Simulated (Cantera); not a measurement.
Input: 1 mol C, 0.51 mol H2O, equilibrated at 75.0 Torr.

Cantera equilibrium calculation (NASA polynomials, part measured and part estimated; ideal gas, pure solids and liquids). Candidate condensed phases: C, C6H6, C7H8, C8H18, H2O; 131 gas species. Ions and electrons are included (thermal ionisation). The numbers say what is thermodynamically allowed, not how fast it happens.

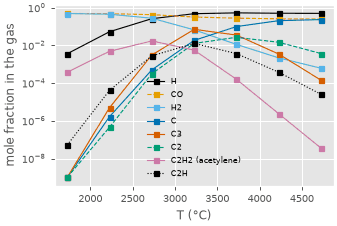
*Equilibrium gas composition (values under 1e-9 drawn at 1e-9)*

From 1727 °C to 2727 °C the condensed part is C(graphite). From 3227 °C to 4727 °C nothing is condensed. The main C-bearing gas is CO throughout.
